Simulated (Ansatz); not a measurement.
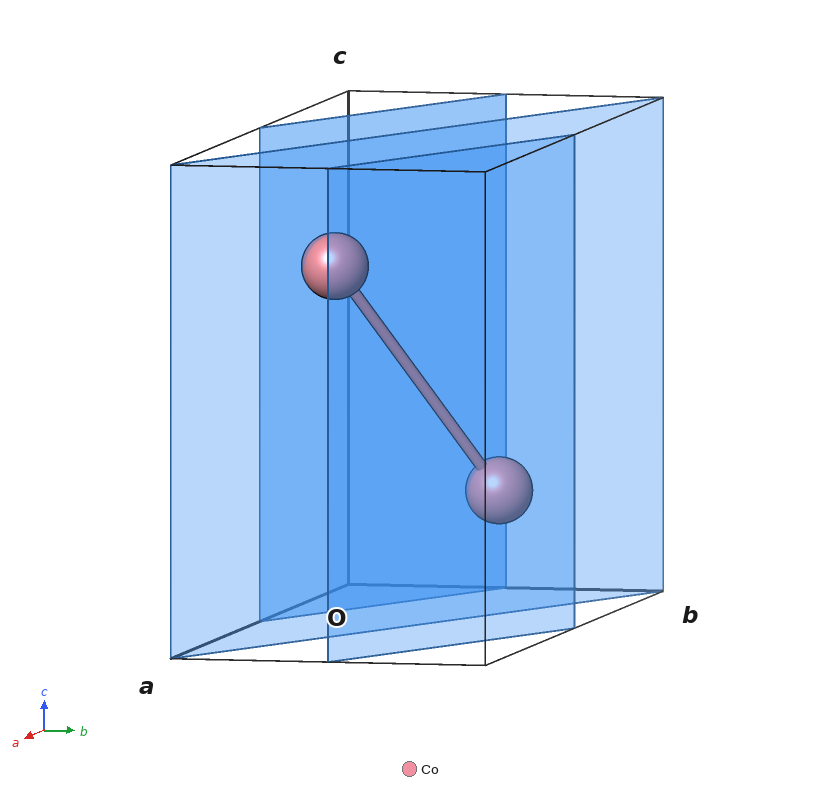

Every member of one family of equally spaced planes, hx + ky + lz = a whole number, that cuts the unit cell is shaded (one member passes through the origin O, touching the cell only at an edge or corner). Crystal: Co, the input geometry of an electronic-structure calculation (not necessarily at equilibrium). Geometry calculated from the standardised cell; symmetry tolerance 0.002 Å.

a = 2.505 Å, b = 2.505 Å, c = 4.089 Å, α = 90.00°, β = 90.00°, γ = 120.00°.

What are the Miller indices?

Answer. (2 2 0), in four indices (2 2 −4 0); the opposite sign names the same planes. The member next to the origin meets the axes a at 1/2, b at 1/2, c never.

What is the spacing?

Answer. d = 0.626 Å.

Which atoms of the cell lie in these planes (within 0.03 Å)?

Answer. all 2 Co.
